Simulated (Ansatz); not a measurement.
TiO2, response to strain

The parent structure is TiO₂ in the rutile structure (space group P4_2/mnm, No. 136; a = 4.5912 Å, c = 2.9390 Å). Axes: x, y, z lie along a, b, c of the conventional cell.

Strains are applied to the cell and any free atomic positions relax.

Method: plane-wave PAW DFT at the PBEsol level (Ansatz, an electronic-structure program, 420 eV), scalar-relativistic without spin-orbit coupling.

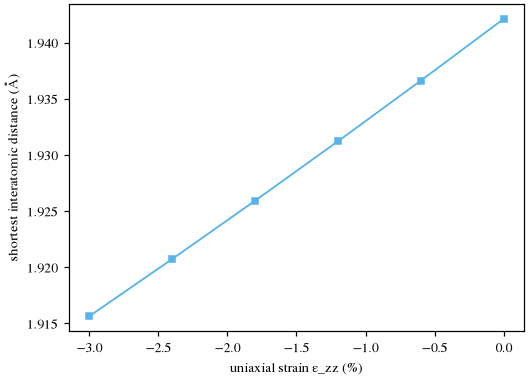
Shortest interatomic distance against uniaxial strain ε_zz

Problem. From the plot, what is the shortest interatomic distance for uniaxial strain ε_zz = −1.80 %?

Solution. About 1.926 Å.

Problem. Is the trend monotonic over the range shown?

Solution. Yes, it rises throughout, spanning 191.6 pm to 194.2 pm.

Whether these cells are dynamically stable was not tested. The final runs are not spin-polarised.
